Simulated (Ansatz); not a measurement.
Input file:

```
crystal:
  periodic: [false, false, false]
  atoms:
    - {symbol: Sn, position_ang: [-2.075589, 0.450287, -0.883281]}
    - {symbol: Sn, position_ang: [0.742474, 1.272522, 0.979095]}
    - {symbol: Sn, position_ang: [1.206607, -1.940301, -0.265221]}
    - {symbol: F, position_ang: [1.795042, 0.047715, -0.544524]}
    - {symbol: F, position_ang: [-0.688336, -1.179920, -0.908410]}
    - {symbol: F, position_ang: [-1.388637, 0.651824, 1.083284]}
    - {symbol: F, position_ang: [-0.322130, 1.589711, -0.943295]}
    - {symbol: F, position_ang: [0.730570, -0.891827, 1.482353]}
basis:
  gaussian: {orbitals: def2-TZVP, initial_orbitals: start.molden}
total_charge: 1
hamiltonian: {xc: pbe0, dispersion: d4}
scf: {omitted_lower_state_checks: [starts]}
output: {orbitals: {seedname: orbitals}}
```

Launched as:

```sh
ansatz run in.yaml --threads 4 --pin off --events-out ev --progress --plain --max-ram 6963MiB
```

Geometry: r2SCAN-D4/def2-SVP; core potentials replace the inner electrons of Sn.

These are results of RKS PBE0-D4/def2-TZVP in Ansatz 0.2.0, not measurements.

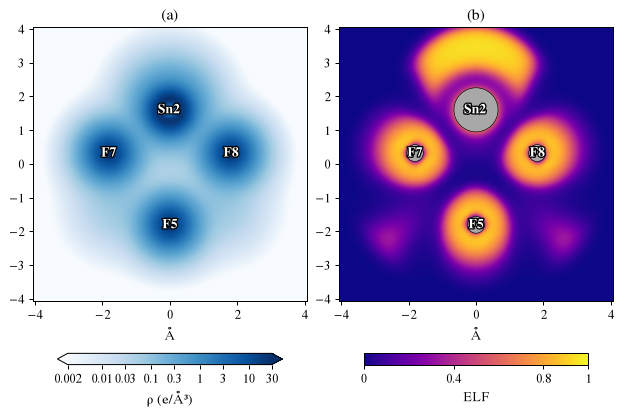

F₅Sn₃ (charge +1). (a) electron density; (b) electron localisation function on the plane of atoms F7, Sn2 and F8. Grey discs cover the atomic cores in the ELF map.

> What does the map show?

The plane passes through Sn and F nuclei. Sn–F (2.22 Å): the density is about 0.4 e/Å³ at the midpoint; the ELF is about 0.10 at the midpoint. The ELF also peaks beside F5, F7 and F8, away from the bonds: lone-pair regions.
